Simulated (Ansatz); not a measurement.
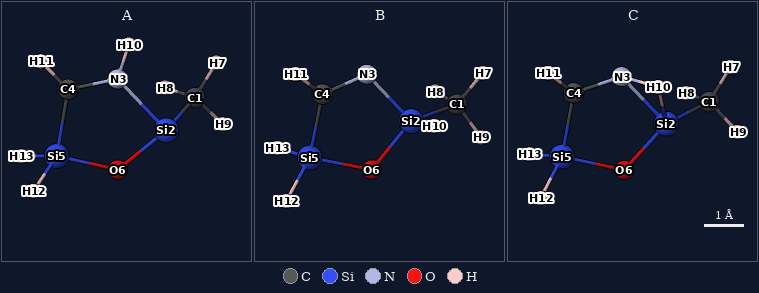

3 geometries from a converged minimum-energy path of C$_{2}$H$_{7}$NOSi$_{2}$, shuffled. Style: ball-and-stick. Shown at a tilt.

Theory: RKS PBE/def2-SVP (Ansatz). Run with 5 movable images; climbing image; force threshold 0.03 eV/Å; iteration limit 60; starting path through a guess of the saddle point.

Which of them lies highest in energy?

Answer. C. In order along the path, whose images run from 0 to 6: B (image 2, +32.2 kJ/mol), C (image 4, +234.4 kJ/mol), A (image 6, +92.2 kJ/mol). A hydrogen atom shifts from one atom to another. Breaking: Si2–H10 (1.50 → 1.76 at the top → 2.58 Å). Forming: N3–H10 (2.69 → 1.32 at the top → 1.03 Å).
